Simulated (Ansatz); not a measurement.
# What NaVSe3 (model cell, started as cubic perovskite with V in the octahedra) distorts into

Which phase does NaVSe3 (model cell, started as cubic perovskite with V in the octahedra) fall into along its unstable mode, and how much energy does it gain?

Program: Ansatz 0.2.0. Level of theory: DFT PBE, scalar-relativistic, plane waves, PAW. Results are calculated unless marked as measured.

The structure was built from a prototype and need not be the compound's stable phase.

### 1. Starting point

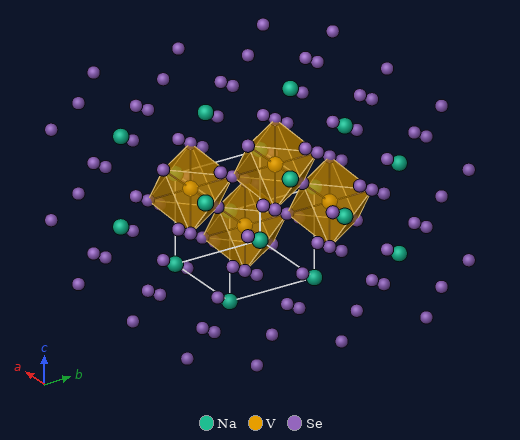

The cell as given, from a free direction (sodium teal, vanadium orange, selenium purple). 2×2×1 cells are drawn. Some periodic images of atoms are drawn too.

### 2. The dispersion

The cell comes from relaxations at this level that are not shown. Stability and thermal properties need the whole zone. Linear response on a 2×2×2 q mesh gives force constants as far as a supercell of that size would.

Input file input.yaml:

```yaml
crystal:
  lattice:
    - [4.8990130555, 0.0, 0.0]
    - [0.0, 4.8990130555, 0.0]
    - [0.0, 0.0, 4.8990130555]
  atoms:
    - { symbol: Na, position: [0.0, 0.0, 0.0] }
    - { symbol: V, position: [0.5, 0.5, 0.5] }
    - { symbol: Se, position: [0.5, 0.5, 0.0] }
    - { symbol: Se, position: [0.5, 0.0, 0.5] }
    - { symbol: Se, position: [0.0, 0.5, 0.5] }
kpoints:
  mp_grid: { grid: [6, 6, 6] }
hamiltonian:
  xc: pbe
scf:
  occupations: { method: methfessel_paxton, width: 0.15 }
output:
  eigenvalues: true
phonons:
  method: dfpt
  qmesh: [2, 2, 2]
  temperatures: { t_max: 1000, t_step: 50 }
  qpath:
    path:
      - [[0.0, 0.0, 0.0], [0.0, 0.5, 0.0], [0.5, 0.5, 0.0], [0.0, 0.0, 0.0], [0.5, 0.5, 0.5], [0.0, 0.5, 0.0]]
      - [[0.5, 0.5, 0.5], [0.5, 0.5, 0.0]]
    npoints: 10
```

Started as:

```console
ansatz run input.yaml --threads 8 --pin off --max-ram 14336MiB --backend cpu --events-out ev --progress --plain --runs-dir out
```

Numbers of over 12 decimals in the logs are rounded to 6 here.

The program printed:

```text
Engine: ansatz 0.2.0, aarch64-unknown-linux-gnu
Pseudopotentials: kind: paw
Pseudopotential: Na, paw, valence charge 9, recommended cutoff 420 eV (normal), Na.paw.azcp
Pseudopotential: V, paw, valence charge 13, recommended cutoff 420 eV (normal), V.paw.azcp
Pseudopotential: Se, paw, valence charge 16, recommended cutoff 420 eV (normal), Se.paw.azcp
Functional definition: PBE
  parameter kappa = 0.804
  parameter beta = 0.066725
  exchange = pbe_x(kappa = kappa, mu = beta*pi^2/3)
  correlation = pbe_c(beta = beta)
Crystal: 5 atoms, lattice volume = 117.578 Å³
Basis set: ecut = 420 eV, 2325 PW (Γ), exchange–correlation on 72×72×72 points (8 copies of the dense FFT grid, shifted against one another)
Bands: 42, of which v1, the nominal top of the filled ones, is band 35 counted from 1 (34 counted from 0)
Symmetry: 48 space group operations
k-points: 20 of 216
Non-local potential: Na, projectors of the file, l = 0: 3, l = 1: 2, l = 2: 1
Non-local potential: V, projectors of the file, l = 0: 3, l = 1: 2, l = 2: 3, l = 3: 1
Non-local potential: Se, projectors of the file, l = 0: 2, l = 1: 2, l = 2: 3, l = 3: 1
PAW form: soft (Blöchl's): semilocal exchange-correlation on the pseudo side does not see the compensation charge
PAW one-centre angular grid: Na, 110 points (default); XC on 64 Gauss nodes
PAW one-centre angular grid: V, 590 points (default); XC on 64 Gauss nodes
PAW one-centre angular grid: Se, 590 points (default); XC on 64 Gauss nodes
Initial density: superposition of atomic densities (neutral atoms: chi_scale 0, normalization atom), corrected by the library's trained network
Initial wavefunctions: pseudopotential atomic-orbital guess
Functional: x = pbe(κ = 0.804, μ = 0.219515), c = pbe(β = 0.066725)
SCF iter   1: F=—  HF=-20808.359878 eV  |F-HF|=—  |Δ(HF+E_count)|=         —  Δρ=5.90e-3  dr2=7.25e-2  ethr=1.77e-3  ⟨swp⟩=5.7  Hψ=2921  notcnv=0
preconditioner: auto → LDOS  [metal: Δε(μ)=0.007 eV  Ē_g=7.420 eV  σ=0.150 eV  W_gap=0.04  n_scr=26 (ndim 8)  ℏωp=16.8 eV  f_vac=0.121  D(μ)=7.97/eV (n_scr^D=80)  β→1.0]
SCF iter   2: F=—  HF=-20808.357994 eV  |F-HF|=—  |Δ(HF+E_count)|=   1.88e-3  S|Δr|=    0.00e0  Δρ=1.95e-3  dr2=5.30e-3  ethr=1.04e-4  ⟨swp⟩=1.1  Hψ=1003  notcnv=0
SCF iter   3: F=—  HF=-20808.358125 eV  |F-HF|=—  |Δ(HF+E_count)|=   1.31e-4  S|Δr|=    0.00e0  Δρ=8.55e-4  dr2=7.70e-4  ethr=7.57e-6  ⟨swp⟩=2.0  Hψ=1139  notcnv=0
SCF iter   4: F=—  HF=-20808.358057 eV  |F-HF|=—  |Δ(HF+E_count)|=   6.80e-5  S|Δr|=    0.00e0  Δρ=1.27e-4  dr2=2.42e-5  ethr=1.10e-6  ⟨swp⟩=1.5  Hψ=856  notcnv=0
SCF iter   5: F=—  HF=-20808.358059 eV  |F-HF|=—  |Δ(HF+E_count)|=   1.84e-6  S|Δr|=    0.00e0  Δρ=4.98e-5  dr2=4.68e-6  ethr=3.46e-8  ⟨swp⟩=2.0  Hψ=1160  notcnv=0
SCF iter   6: F=—  HF=-20808.358061 eV  |F-HF|=—  |Δ(HF+E_count)|=   2.66e-6  S|Δr|=    0.00e0  Δρ=1.55e-5  dr2=5.92e-7  ethr=6.68e-9  ⟨swp⟩=2.1  Hψ=1476  notcnv=0
SCF iter   7: F=—  HF=-20808.358061 eV  |F-HF|=—  |Δ(HF+E_count)|=   1.02e-7  S|Δr|=    0.00e0  Δρ=3.23e-6  dr2=1.25e-8  ethr=8.45e-10  ⟨swp⟩=2.2  Hψ=1549  notcnv=0
SCF iter   8: F=—  HF=-20808.358061 eV  |F-HF|=—  |Δ(HF+E_count)|=   2.41e-9  S|Δr|=    0.00e0  Δρ=3.46e-6  dr2=2.08e-8  ethr=1.79e-11  ⟨swp⟩=2.0  Hψ=1089  notcnv=0
SCF iter   9: F=—  HF=-20808.358061 eV  |F-HF|=—  |Δ(HF+E_count)|=  9.02e-10  S|Δr|=    0.00e0  Δρ=3.43e-7  dr2=2.28e-10  ethr=1.79e-11  ⟨swp⟩=1.3  Hψ=846  notcnv=0
SCF iter  10: F=-20808.358061 eV  HF=-20808.358061 eV  |F-HF|=7.28e-12  |Δ(HF+E_count)|=    0.00e0  S|Δr|=    0.00e0  Δρ=1.40e-8  dr2=1.57e-13  ethr=1.00e-12  ⟨swp⟩=4.5  Hψ=3588  notcnv=0
SCF 1 converged in 10 iterations: F = -20808.358061 eV  dr2 = 1.57e-13
  greatest PAW one-centre occupation: 1.000 electrons in one spin orbital (limit 2), on the Se atom at site 2 (counted from 0), in its partial waves of l = 2
Initial density: read from a saved state, or passed on in memory by an earlier SCF of this step, an earlier step, the calling program or the single point that the run made first
iter 1 solved again at ethr=2.65e-7 eV; its pass at ethr=3.10e-3 eV (dr2=1.86e-4 eV) is discarded
SCF iter   1: F=—  HF=-20808.358066 eV  |F-HF|=—  |Δ(HF+E_count)|=         —  Δρ=5.83e-7  dr2=1.49e-10  ethr=2.65e-7  ⟨swp⟩=3.0  Hψ=4745  notcnv=0
eigensolver tolerance schedule: the retry pair's looser diagonalisation over-reported the residual by 1244441.38 of it (diagonalisation noise at an unbounded share of the residual, at the tolerance the schedule requests for it); recorded, not acted on — ethr = c·dr2/N_el stays at c = 1.0e-1
preconditioner: auto → LDOS  [metal: Δε(μ)=0.005 eV  Ē_g=7.409 eV  σ=0.150 eV  W_gap=0.03  n_scr=26 (ndim 8)  ℏωp=16.8 eV  f_vac=0.119  D(μ)=8.37/eV (n_scr^D=80)  β→1.0]
SCF iter   2: F=—  HF=-20808.358061 eV  |F-HF|=—  |Δ(HF+E_count)|=   4.23e-6  S|Δr|=    0.00e0  Δρ=5.90e-7  dr2=1.61e-10  ethr=1.00e-12  ⟨swp⟩=3.8  Hψ=2293  notcnv=0
SCF iter   3: F=—  HF=-20808.358061 eV  |F-HF|=—  |Δ(HF+E_count)|=  4.73e-11  S|Δr|=    0.00e0  Δρ=3.08e-7  dr2=3.72e-11  ethr=1.00e-12  ⟨swp⟩=2.0  Hψ=1483  notcnv=0
SCF iter   4: F=—  HF=-20808.358061 eV  |F-HF|=—  |Δ(HF+E_count)|=    0.00e0  S|Δr|=    0.00e0  Δρ=2.27e-7  dr2=2.10e-11  ethr=1.00e-12  ⟨swp⟩=1.0  Hψ=840  notcnv=0
SCF iter   5: F=-20808.358061 eV  HF=-20808.358061 eV  |F-HF|=7.28e-12  |Δ(HF+E_count)|=  3.64e-12  S|Δr|=    0.00e0  Δρ=1.30e-7  dr2=7.31e-12  ethr=1.00e-12  ⟨swp⟩=1.2  Hψ=1790  notcnv=0
SCF 2 converged in 5 iterations: F = -20808.358061 eV  dr2 = 7.31e-12
  greatest PAW one-centre occupation: 1.000 electrons in one spin orbital (limit 2), on the Se atom at site 4 (counted from 0), in its partial waves of l = 2
phonons: the bands overlap, so this run is a metal and interpolates without the dipole-dipole term. If the crystal is really an insulator or semiconductor, its LO-TO splitting is missing
NSCF: frozen V_eff on 20 k-points
WARN: eigensolver did not converge in 2 slots of this pass, the one above among them; of largest residual over every band (k=4): 1 band(s) unlocked (lowest unlocked band 41, counted from 0; max residual 2.67e-4 eV among the unlocked bands, 2.67e-4 eV over every band); of lowest unlocked band (k=4): band 41
NSCF: frozen V_eff on 64 k-points
DFPT response loops at q = (0, 0, 0) (fractional): preconditioner auto → Kerker (q_TF=auto, 2.502 Å⁻¹) (partly filled bands, converged f_vac=0.119); β = 1.00, the filter's whole step (`scf.mixing.beta` (0.50) is not read by the response loops under this deck's `scf.mixing.preconditioner`; to damp them name `kerker` or `kerker_dos`, under which they read `scf.mixing.beta`, and type it under 1.00, their step now; both keys bind the ground state too); Broyden in place of MSR1
NSCF: frozen V_eff on 128 k-points
DFPT response loops at q = (0, 0, -0.5) (fractional): mixed as the last ones told, above
NSCF: frozen V_eff on 128 k-points
DFPT response loops at q = (0, -0.5, -0.5) (fractional): mixed as the last ones told, above
NSCF: frozen V_eff on 128 k-points
DFPT response loops at q = (-0.5, -0.5, -0.5) (fractional): mixed as the last ones told, above
SCF converged after 10 iterations
Stability not checked: this state was not tested for a lower state beside it, because cold or Methfessel-Paxton smearing, or corrected tetrahedra, fill the levels in a way that the test cannot read (fill_not_monotonic; see scf.lower_state_search)
Free energy (F): -20808.358061 eV
Harris-Foulkes:  -20808.358061 eV  (|F-HF|=7.28e-12)
Internal energy: -20808.341253 eV  (E = F + TS)
E sigma→0 (E₀):  -20808.353859 eV
Entropy (-TS):   -0.016808 eV (-3.362 meV/atom)
Fermi energy:    7.540076 eV
Step filling:    the computed levels leave a gap of 0.0032 eV = 0.0 smearing widths at the electron count; against every level under it full and every level over it empty, smearing changes F+E_penalty+E_count by -11.479 meV and its σ→0 estimate by -7.277 meV
--- Per-component energies (eV) ---
  E_band       = -1637.040991
  E_kinetic    = 811.806228
  E_local      = -10477.733814  (includes V_loc(G=0)·N_el)
  E_nonlocal   = -1718.919403
  E_hartree    = 4918.267677
  E_xc         = -481.589583
  E_vxc        = -509.343876  (∫ρ·V_xc dr)
  E_paw        = -7108.908111  (= ΣΔE_a)
  E_vpaw       = 420.616005  (= ΣTr[D̂ρ^β])
  E_aug_tail   = -0.001485  (compensation charges beyond the density's cutoff)
  E_ewald      = -6751.262762
  E_smearing   = -0.016808  (= −TS)
  E_closure    = -0.000000  (closes the sum)
  Σ components = -20808.358061   (vs F -20808.358061, Δ=0.00e0)
--- Band table (eV; the first three rows and the last of 20) ---
  k-point 0: bands = [... 31 lower, 6.4845, 6.6704, 6.6704, 6.6704, 7.3001, 7.3001, 7.3001, 7.7458, ... 3 higher]
  k-point 1: bands = [... 31 lower, 6.2824, 6.3174, 6.6768, 6.9563, 6.9563, 7.6627, 7.6627, 7.7518, ... 3 higher]
  k-point 2: bands = [... 31 lower, 5.2188, 6.0232, 6.6896, 7.0219, 7.0219, 7.7597, 8.1725, 8.1725, ... 3 higher]
  k-point 19: bands = [... 31 lower, 3.7513, 8.0645, 8.0645, 8.0645, 8.1941, 8.1941, 8.1941, 9.7299, ... 3 higher]
--- Phonons (Γ-DFPT): 4 representative perturbations + reference (Σ response iterations 12) ---
  ASR residual: 3.770e-5 → 0.000e0 eV/Å²; symmetrization residual: 6.735e-6 eV/Å²
  ASR residual per site (eV/Å²): 3.77e-5 9.28e-6 1.64e-5 1.64e-5 1.64e-5
  Γ frequencies (cm⁻¹): -143.71 -143.71 -143.71 -26.97 -26.97 -26.97 0.00 0.00 0.00 34.50 34.50 34.50 198.53 198.53 198.53
--- Phonons (arbitrary-q DFPT): 4 irreducible q on the 2×2×2 mesh ---
  q = [0.0000, 0.0000, 0.0000] (star 1, of the zone-centre solve; hermiticity 1.65e-6, symmetrization 1.32e-11): -143.71 -143.71 -143.71 -26.97 -26.97 -26.97 -0.00 0.00 0.00 34.50 34.50 34.50 198.53 198.53 198.53
  q = [0.0000, 0.0000, -0.5000] (star 3, 9 solved perturbations in 504 linear systems a pass and spin channel, the states on 64 of 216 k-point pairs; hermiticity 7.55e-7, symmetrization 2.91e-12): -128.80 -128.80 -11.34 -11.34 31.97 33.17 33.17 40.44 45.11 77.75 77.75 110.09 190.09 190.09 204.56
  q = [0.0000, -0.5000, -0.5000] (star 3, 9 solved perturbations in 504 linear systems a pass and spin channel, the states on 64 of 216 k-point pairs; hermiticity 7.03e-7, symmetrization 2.96e-12): -107.17 -69.47 -61.59 -50.03 -50.03 33.61 45.83 45.83 78.09 78.09 120.90 129.73 129.73 180.91 227.83
  q = [-0.5000, -0.5000, -0.5000] (star 1, 4 solved perturbations in 184 linear systems a pass and spin channel, the states on 64 of 216 k-point pairs; hermiticity 2.88e-7, symmetrization 1.14e-11): -146.43 -146.43 -60.73 -60.73 -60.73 39.29 39.29 39.29 117.06 117.06 117.06 122.19 122.19 122.19 249.25
  sum rule: each row above includes the acoustic sum rule's correction from the zone centre's row sums; it moved no ω² by more than (0.67 cm⁻¹)²
  mesh force constants: q→R imaginary residual 3.98e-18; ASR residual 3.770e-5 → 0.000e0 eV/Å²; symmetrization residual 9.770e-15 eV/Å²
  interpolated dispersion: 62 rows × 15 modes
  density of states and harmonic sums: on the 14×14×14 q-mesh, interpolated from the force constants of a 2×2×2 supercell (no non-analytic term)
  largest difference from the sums on the solved wave vectors: F 5.02e-2 eV, S 7.97e-5 and C_V 2.92e-5 eV/K
  zero-point energy: 0.060153 eV/cell   skipped modes (ω ≤ 0): 655, of them read as no rigid motion or as one in doubt: 652 (5.464e0 modes/cell left out, lowest -146.43 cm⁻¹)   left out of the sums: 3.64e-1 of the cell's modes: C_V's classical limit lies that fraction below 3 k_B per atom; for a crystal, a wire or a layer, F and S can be off by more, and a phonons.interpolated_qmesh denser along its periods is the remedy for the sampling
```

Elapsed: 6.6 min, on 8 threads of Arm Neoverse N1, shared host; peak memory 1.4 GiB; 28 min of CPU time.

This run has no spin polarisation, although V can carry a moment.

This step gave:

```
volume per atom                                         : 23.52 Å³
gap on the k-mesh                                       : 0 eV
sum-rule residual before enforcement                    : 3.77e-5 eV/Å²
lowest frequency on the path                            : -146.4 cm⁻¹
point group                                             : m-3m
highest frequency on the path or at a solved wavevector : 249.6 cm⁻¹
highest optical mode at the zone centre (no LO-TO term) : 198.5 cm⁻¹
lowest optical zone-centre mode                         : -143.7 cm⁻¹
lowest mode on the q mesh (acoustic modes at Γ apart)   : -146.4 cm⁻¹
```

Frequencies (cm⁻¹) solved at each irreducible wavevector; negative means imaginary. Frequencies by wavevector, by row:

```csv
q in reciprocal lattice units,star,mode 1,mode 2,mode 3,mode 4,mode 13,mode 14,mode 15
0 0 0,1,-143.7,-143.7,-143.7,-27,198.5,198.5,198.5
0 0 -0.5,3,-128.8,-128.8,-11.3,-11.3,190.1,190.1,204.6
0 -0.5 -0.5,3,-107.2,-69.5,-61.6,-50,129.7,180.9,227.8
-0.5 -0.5 -0.5,1,-146.4,-146.4,-60.7,-60.7,122.2,122.2,249.2
```

Interpolated from a 2×2×2 q mesh. The phonon branches at the labelled points (cm⁻¹):

```csv
point,branch 1,branch 2,branch 3,branch 4,branch 12,branch 13,branch 14,branch 15
Γ,-144,-144,-144,-27,34,198,198,198
X,-129,-129,-11,-11,110,190,190,205
M,-107,-70,-62,-50,130,130,181,228
Γ,-144,-144,-144,-27,34,198,198,198
R,-146,-146,-61,-61,122,122,122,249
X,-129,-129,-11,-11,110,190,190,205
jump to R,-146,-146,-61,-61,122,122,122,249
M,-107,-70,-62,-50,130,130,181,228
```

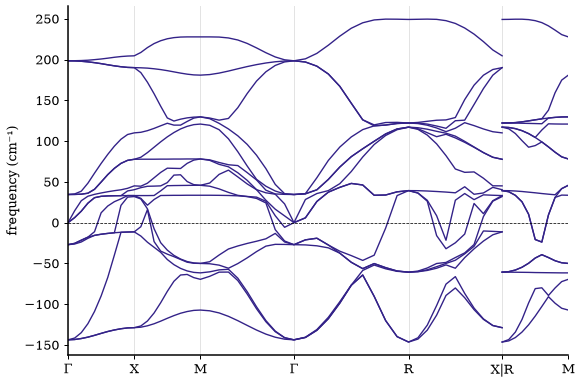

Phonon branches along the path.

Symmetry leaves 4 wavevectors to solve. The lowest mode among them, the acoustic zeros apart, lies at q = (-0.5, -0.5, -0.5) and is imaginary, 146.4i cm⁻¹, so the energy falls along it.

### 3. The mode frozen in, largest atomic shift 0 Å

The mode followed lies at q = (-0.5, -0.5, -0.5) with frequency 146.4i cm⁻¹ and is 2-fold degenerate, the softest among the wavevectors solved. At small amplitude the distorted cell has space group no. 139 by a symmetry search on the positions. The undistorted cell that holds it gives the zero of energy on the same k mesh.

System of this step: NaVSe3 (model cell, started as cubic perovskite with V in the octahedra). It takes space group Pm-3m (No. 221, cubic). The conventional cell has a = 4.899 Å, b = 4.899 Å, c = 4.899 Å, α = 90.00°, β = 90.00°, γ = 90.00°. Na has 12 Se at 3.46 Å nearest. Nearest to V lie 6 Se at 2.45 Å. Nearest to Se lie 2 V at 2.45 Å and 4 Na at 3.46 Å. Farther neighbours and most contacts between anions are not listed.

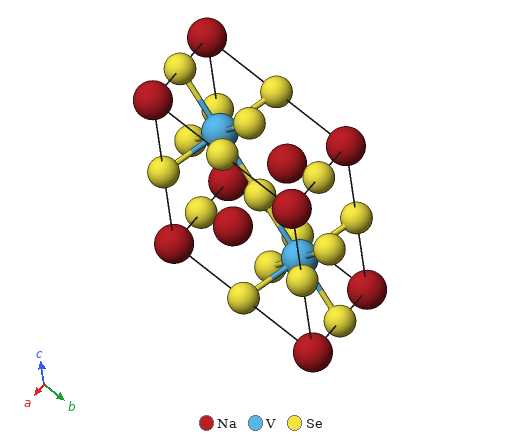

The cell of this step (sodium red, vanadium blue, selenium yellow). Some periodic images of atoms are drawn too.

Input file input.yaml:

```yaml
crystal:
  lattice:
    - [4.8990130555, 4.8990130555, 0.0]
    - [4.8990130555, 0.0, 4.8990130555]
    - [4.8990130555, 0.0, -4.8990130555]
  atoms:
    - { symbol: Na, position: [0.0, 0.0, 1.0] }
    - { symbol: Na, position: [0.0, 0.5, 0.5] }
    - { symbol: V, position: [0.5, 0.25, 0.75] }
    - { symbol: V, position: [0.5, 0.75, 0.25] }
    - { symbol: Se, position: [0.5, 0.5, 0.5] }
    - { symbol: Se, position: [0.5, 0.0, 0.0] }
    - { symbol: Se, position: [0.0, 0.5, 0.0] }
    - { symbol: Se, position: [0.0, 0.0, 0.5] }
    - { symbol: Se, position: [0.5, 0.5, 0.0] }
    - { symbol: Se, position: [0.5, 0.0, 0.5] }
kpoints:
  mp_grid: { grid: [6, 6, 6] }
hamiltonian:
  xc: pbe
scf:
  occupations: { method: methfessel_paxton, width: 0.15 }
output:
  forces: true
  stress: true
  eigenvalues: true
```

The program printed:

```text
[...]
Crystal: 10 atoms, lattice volume = 235.156 Å³
Basis set: ecut = 420 eV, 4645 PW (Γ), exchange–correlation on 96×96×96 points (8 copies of the dense FFT grid, shifted against one another)
Bands: 84, of which v1, the nominal top of the filled ones, is band 70 counted from 1 (69 counted from 0)
Symmetry: 96 space group operations
[...]
k-points: 16 of 216
[...]
k-point 0: bands = [... 66 lower, 6.6809, 7.3015, 7.3015, 7.3015, 7.7555, 7.7555, 8.0617, 8.0617, ... 10 higher]
  k-point 1: bands = [... 66 lower, 6.8582, 7.2158, 7.2158, 7.3138, 7.8075, 7.8075, 7.9215, 8.1128, ... 10 higher]
  k-point 2: bands = [... 66 lower, 6.8029, 7.2526, 7.2526, 7.4495, 7.5740, 7.5895, 7.5895, 7.9060, ... 10 higher]
  k-point 15: bands = [... 66 lower, 6.0328, 6.3675, 6.4993, 7.5431, 7.6579, 8.1407, 8.1591, 8.2002, ... 10 higher]
[key lines of the parts left out:]
SCF converged after 7 iterations
Free energy (F): -41616.869163 eV
Fermi energy:    7.545768 eV
P = ⅓ Tr σ = -0.1606 GPa (-1.606 kbar)
```

It took 7.2 s on 8 threads; peak memory 1.2 GiB; 34 s of CPU time.

Numbers from this step:

```
pressure                         : -0.1606 GPa
energy from the undistorted cell : 0 meV/atom
```

The run ends at a pressure of -0.16 GPa.

### 4. The mode frozen in, largest atomic shift 0.08 Å

The atoms are moved along the unstable eigenvector, the largest shift by 0.08 Å, with the cell fixed.

Input file input.yaml:

```yaml
crystal:
  lattice:
    - [4.8990130555, 4.8990130555, 0.0]
    - [4.8990130555, 0.0, 4.8990130555]
    - [4.8990130555, 0.0, -4.8990130555]
  atoms:
    - { symbol: Na, position: [0.0, 0.0, 1.0] }
    - { symbol: Na, position: [0.0, 0.5, 0.5] }
    - { symbol: V, position: [0.5, 0.25, 0.75] }
    - { symbol: V, position: [0.5, 0.75, 0.25] }
    - { symbol: Se, position: [0.5, 0.4959175451, 0.5040824549] }
    - { symbol: Se, position: [0.5, 0.0040824549, -0.0040824549] }
    - { symbol: Se, position: [-0.0163298197, 0.5081649099, 0.0081649099] }
    - { symbol: Se, position: [0.0163298197, -0.0081649099, 0.4918350901] }
    - { symbol: Se, position: [0.5, 0.4959175451, -0.0040824549] }
    - { symbol: Se, position: [0.5, 0.0040824549, 0.5040824549] }
kpoints:
  mp_grid: { grid: [6, 6, 6] }
hamiltonian:
  xc: pbe
scf:
  occupations: { method: methfessel_paxton, width: 0.15 }
output:
  forces: true
  stress: true
  eigenvalues: true
```

The program printed:

```text
[...]
Crystal: 10 atoms, lattice volume = 235.156 Å³
Basis set: ecut = 420 eV, 4645 PW (Γ), exchange–correlation on 96×96×96 points (8 copies of the dense FFT grid, shifted against one another)
Bands: 84, of which v1, the nominal top of the filled ones, is band 70 counted from 1 (69 counted from 0)
Symmetry: 16 space group operations
[...]
k-points: 30 of 216
[...]
k-point 0: bands = [... 66 lower, 6.6869, 7.3035, 7.3127, 7.3127, 7.7429, 7.7610, 8.0765, 8.1074, ... 10 higher]
  k-point 1: bands = [... 66 lower, 6.8648, 7.1722, 7.1917, 7.2952, 7.8382, 7.8731, 7.9672, 8.1156, ... 10 higher]
  k-point 2: bands = [... 66 lower, 6.7946, 7.1603, 7.2393, 7.4862, 7.5069, 7.6281, 7.7266, 7.9147, ... 10 higher]
  k-point 29: bands = [... 66 lower, 5.8959, 6.7115, 7.0542, 7.0542, 7.7775, 8.0373, 8.1182, 8.2749, ... 10 higher]
[key lines of the parts left out:]
SCF converged after 8 iterations
Free energy (F): -41616.880133 eV
Fermi energy:    7.558934 eV
P = ⅓ Tr σ = 0.1316 GPa (1.316 kbar)
```

Elapsed: 16 s, on 8 threads; peak memory 1.3 GiB.

This step gave:

* pressure: 0.1316 GPa
* energy from the undistorted cell: -1.399 meV/atom

The energy, extrapolated to zero smearing, is -1.40 meV/atom against the undistorted cell.

The run ends at a pressure of 0.13 GPa, with forces up to 0.026 eV/Å.

[end of part 1 of 2]

[Logs are printed without paths, hosts, clocks, repeated set-up lines and the standing remarks that a program may print on its own settings, such as how far it seeks lower states.]

[Hosts, paths, dates, database ids (printed as entryN), source tags and the programs' standing remarks are cut or masked in the printed files.]
